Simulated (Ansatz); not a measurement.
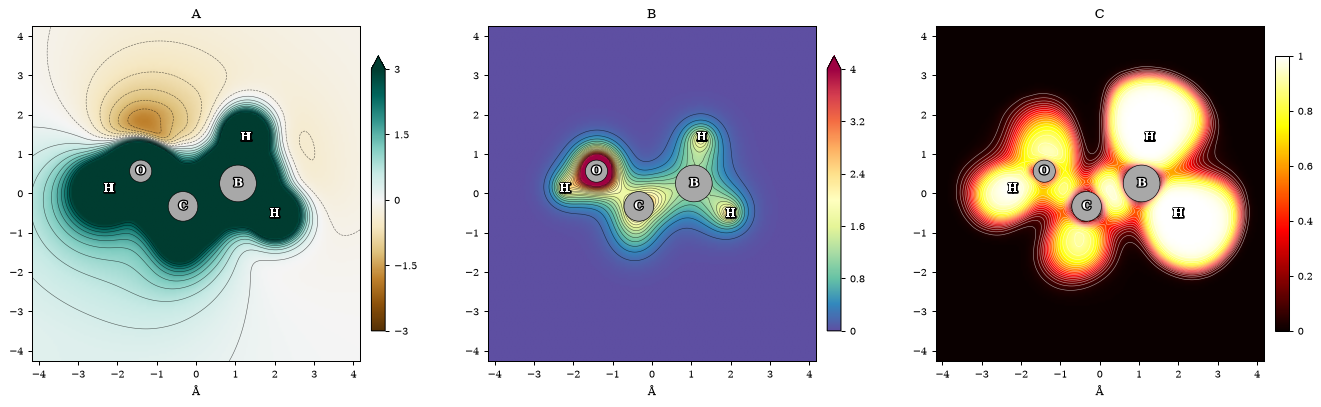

CH$_{7}$BOSi: 3 fields on the plane of atoms C2, B1 and H5, with unlabelled colour scales. Grey discs cover the atomic cores.

Geometry: PBE0-D4/def2-TZVP.

All numbers below come from RKS PBE0-D4/def2-TZVPP in Ansatz 0.2.0.

Q: Match the panels to the quantities (electron density, electron localisation function and electrostatic potential).

A: Panel A: electrostatic potential (strongly positive close to the atoms, with negative regions outside electron-rich atoms). Panel B: electron density. Panel C: electron localisation function. From the grid: C–O (1.41 Å): the density is about 2.1 e/Å³ at the midpoint, with its minimum of 1.8 e/Å³ about 0.5 Å from C; the ELF peaks at about 0.90 between the atoms, as expected for a polar covalent bond. C–B (1.51 Å): ρ is about 1.6 e/Å³ halfway; the ELF peaks at about 0.95 between the atoms, as expected for a covalent bond.
